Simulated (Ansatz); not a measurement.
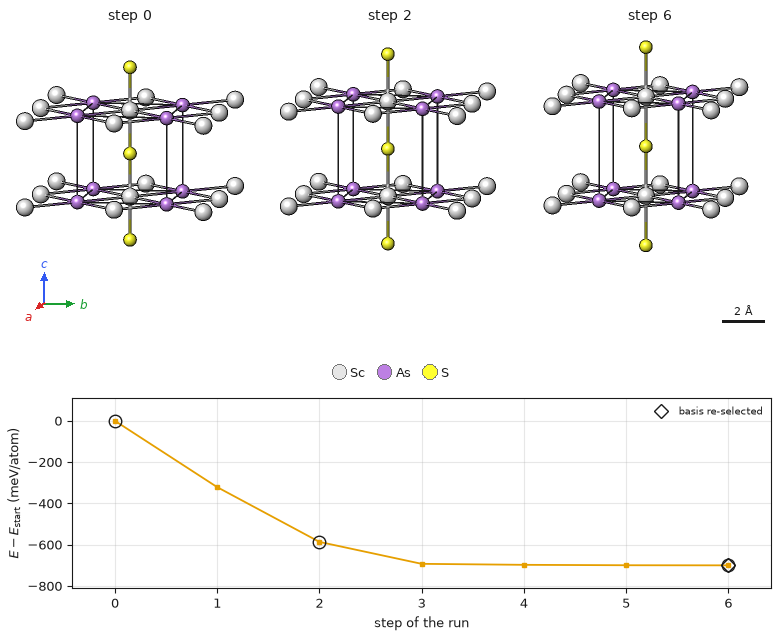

Frames of a relaxation of a crystal of ScAsS (a generated structure, set up in P4/mmm) (coarse preliminary run), marked on the history of the run. Style: ball-and-stick. Shown: the cell of the calculation, slightly off an axis.

These are results of DFT PBE, scalar-relativistic, plane waves, PAW in Ansatz 0.2.0, not measurements.

The input:
```yaml
crystal:
  lattice:
    - [4.37074418, 0.0, 0.0]
    - [0.0, 4.37074418, 0.0]
    - [0.0, 0.0, 4.20586149]
  atoms:
    - { symbol: Sc, position: [0.5, 0.5, 0.0] }
    - { symbol: As, position: [0.0, 0.0, 0.0] }
    - { symbol: S, position: [0.5, 0.5, 0.5] }
basis:
  ecutwfc: 420
kpoints:
  mp_grid: { grid: [4, 4, 4] }
hamiltonian:
  xc: pbe
scf:
  occupations: { method: gaussian, width: 0.1 }
  lower_state_search: "off"
output:
  forces: true
  stress: true
  eigenvalues: true
relax:
  adjacent_minimum: "off"
  f_tol: 0.04
  max_steps: 70
  cell: { stress_tol: 0.4 }
```

Launched with:
```bash
ansatz run input.yaml --threads 1 --pin off --max-ram 2560MiB --backend cpu --events-out ev --progress --plain --runs-dir out
```

Q: What happens along the run?

A: Over 5 accepted moves (6 points after the start) the energy falls by 700 meV per atom. All forces vanish by symmetry, so only the cell relaxes. Pressure: 10.34 GPa at the start and 0.03 GPa at the end. At 1 point the geometry stayed and the basis and grid were re-selected for the new cell (energy shift of 0.5 meV per atom at most each time). The atoms keep their places relative to the cell (all moves are under 0.005 Å). The drawn cell changes as follows: a = b 4.371 → 3.884 Å (−11.1 %), c 4.206 → 4.832 Å (+14.9 %); the volume changes by −9.3 %. Some distances before and after: Sc1–As2 3.091 → 2.747 Å, Sc1–S3 2.103 → 2.416 Å. The space group stays P4/mmm (No. 123). The run took 36 s on 1 thread of Intel(R) Xeon(R) Processor @ 2.50GHz (Skylake/Cascade Lake) (shared host), peak memory 0.4 GiB. From step 0 to 2: volume −2.3 %, energy −586 meV per atom. From step 2 to 6: volume −7.1 %, energy −114 meV per atom.

Limits of the set-up: the k-point mesh is coarse for a cell with partly filled bands.
